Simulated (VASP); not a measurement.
```yaml
crystal:
  lattice:
    - [0.00000, 2.73421, 2.73421]
    - [2.73421, 0.00000, 2.73421]
    - [2.73421, 2.73421, 0.00000]
  atoms:
    - { symbol: Si, position: [0.00000, 0.00000, 0.00000] }
    - { symbol: Si, position: [0.25000, 0.25000, 0.25000] }
```

Calculation: PBE GGA, VASP's PBE PAW potentials (set 64) (plane waves; VASP 6.6.1). Run with 400 eV cut-off, 9×9×9 Γ-centred mesh, tetrahedra with Blöchl corrections, potentials Si.

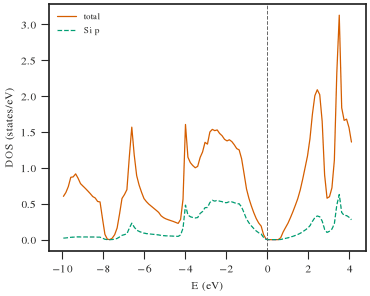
Fig. 1. Total and projected density of states, zero at the valence-band maximum

Within 2 eV below the valence-band maximum the largest weight inside VASP's projection spheres is Si p.

It has a band gap.

The compound is Si in the diamond structure. It was relaxed first.
